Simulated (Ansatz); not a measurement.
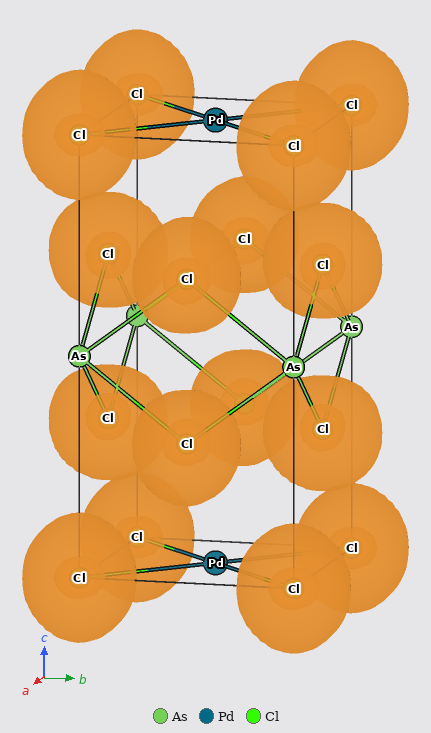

Figure 1: AsPdCl5. Isosurface of the electron localisation function at 0.75 (orange), seen slightly off an axis. Core shells and regions of very low density are left out. Sticks mark near contacts.

Space group P4/mmm; a structure from a database of computed crystals, not necessarily the ambient phase; started from the SiSnPd5-123 prototype, which need not be the ambient phase.

All numbers below come from DFT, r2SCAN+rVV10, plane waves, PAW in Ansatz.

In a PAW calculation such maps are meaningful between the atoms, not at the nuclei.

Input

```
crystal:
  lattice:
    - [4.1776892657, 0.0, 0.0]
    - [0.0, 4.1776892657, 0.0]
    - [0.0, 0.0, 8.217404117]
  atoms:
    - { symbol: As, position: [0.0, 0.0, 0.5] }
    - { symbol: Pd, position: [0.5, 0.5, 0.0] }
    - { symbol: Cl, position: [0.0, 0.0, 0.0] }
    - { symbol: Cl, position: [0.5, 0.0, 0.6912666793] }
    - { symbol: Cl, position: [0.0, 0.5, 0.6912666793] }
    - { symbol: Cl, position: [0.5, 0.0, 0.3087333207] }
    - { symbol: Cl, position: [0.0, 0.5, 0.3087333207] }
kpoints:
  mp_grid: { grid: [6, 6, 4] }
hamiltonian:
  xc: r2scan
  dispersion: rvv10
scf:
  occupations: { method: fermi_dirac, width: 0.03 }
relax:
  f_tol: 0.01
  cell: {}
  max_steps: 120
output:
  write_density: true
  write_potential: true
  elf: true
  volumetric_format: npy
```

Command:

```sh
ansatz run input.yaml --threads 4 --pin off --max-ram 4608MiB --backend cpu --events-out ev --progress --plain --runs-dir out
```

Below, planes, directions and counts refer to the conventional cell (a = 4.18 Å, b = 4.18 Å, c = 8.50 Å, α = 90.00°, β = 90.00°, γ = 90.00°).

The fields are those of the run's last geometry, not of the input's.

Describe the localisation domains.

The ELF exceeds this value in five regions wrapped around Cl (the valence shell of each), counted in one cell of 7 atoms. Any copies at cell faces, edges or corners count once. Along the contacts the grid gives the following. As–Cl (2.62 Å): the ELF peaks at about 0.85 in the valence shell of Cl, 0.8 Å from its nucleus, and drops to about 0.40 between the two atoms. Pd–Cl (2.96 Å): the ELF peaks at about 0.85 in the valence shell of Cl, 0.8 Å from its nucleus, and drops to about 0.10 between the two atoms.
